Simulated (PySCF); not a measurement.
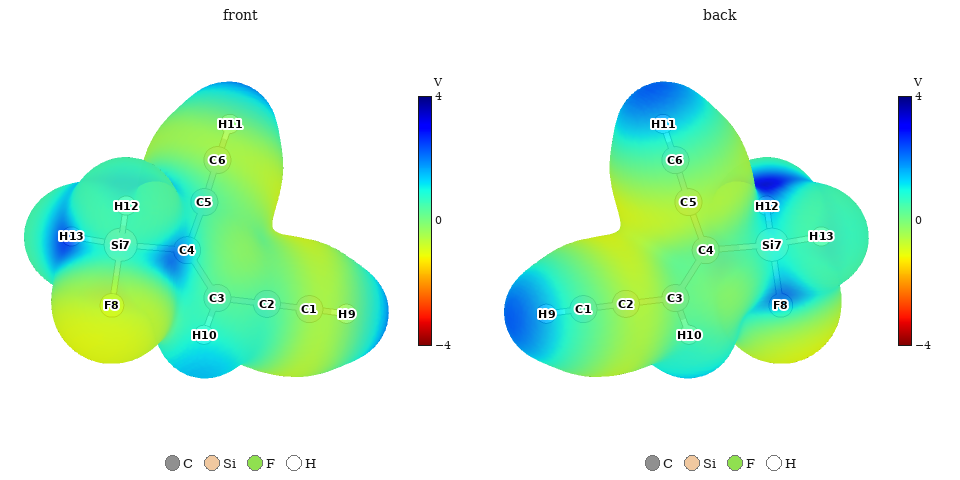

Figure. C6H5FSi (SMILES C#C/C=C(\C#C)[SiH2]F). The electrostatic potential painted on the density surface at 0.004 e/bohr³, seen from the front and from behind; red is negative and blue positive.

Geometry: GFN2-xTB.

All numbers below come from wB97X-D/def2-SVPD, SCF density, gas phase (PySCF).

```csv
atom,x (Å),y (Å),z (Å)
C,2.8839,-1.3003,-0.0157
C,1.6846,-1.2125,0.0041
C,0.2848,-1.1170,0.0250
C,-0.3889,0.0537,0.0044
C,0.3039,1.2799,-0.0398
C,0.8522,2.3487,-0.0788
Si,-2.2728,0.1240,0.0316
F,-2.7748,-1.4088,0.0836
H,3.9297,-1.3795,-0.0298
H,-0.2553,-2.0543,0.0598
H,1.3532,3.2698,-0.1077
H,-2.7836,0.7343,1.2496
H,-2.8212,0.6626,-1.2040
```

### Which sites attract a positive test charge, and which a negative one?

A positive charge is drawn to the negative regions and a negative charge to the positive ones. The most negative region (about −1.0 V) lies over F8, the most positive (about +2.9 V) over Si7.

### What dipole moment does the calculation give?

Its dipole moment is 1.59 D.
